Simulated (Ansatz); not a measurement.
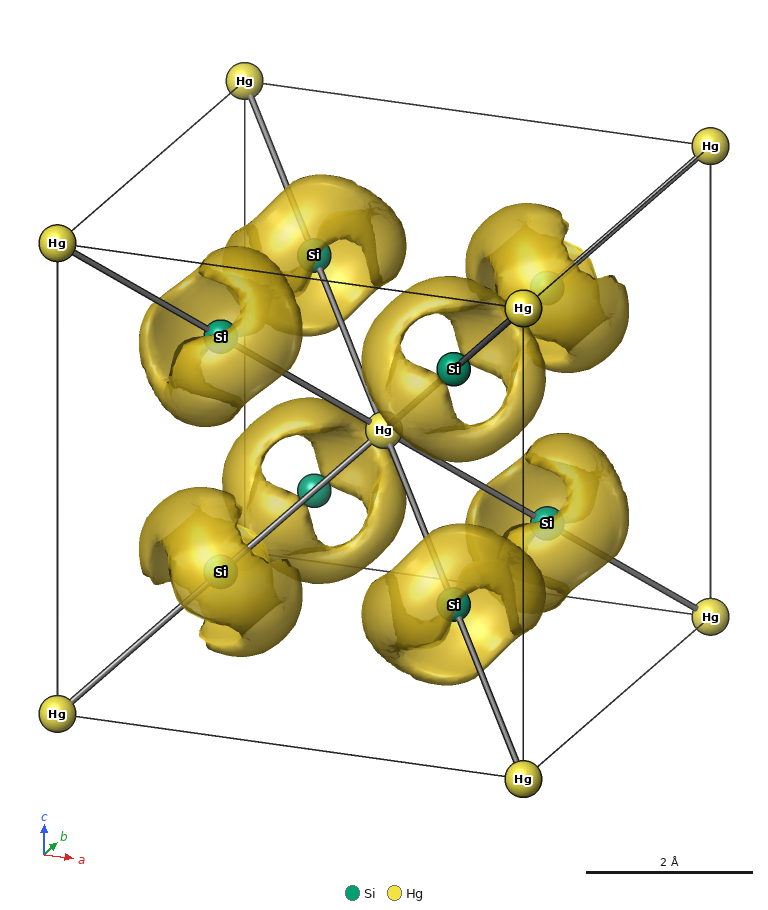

The picture shows: Si4Hg. Isosurface of the ELF at 0.75 (yellow), seen at an oblique angle. Core shells and regions of very low density are left out. Sticks mark near contacts.

Space group Im-3m; a structure generated by program, which may or may not match a known phase.

Theory: DFT PBE, scalar-relativistic, plane waves, PAW in Ansatz.

In a PAW calculation such maps are meaningful between the atoms, not at the nuclei.

Q: Describe the localisation domains.

A: At this value the surface marks out eight regions wrapped around Si (the valence shell of each), counted in one cell of 10 atoms. Regions shared between cells count once.

Values along the shortest contacts:
Si–Hg (2.62 Å): the ELF peaks at about 0.75 in the valence shell of Si, 0.9 Å from its nucleus, and drops to about 0.30 between the two atoms.
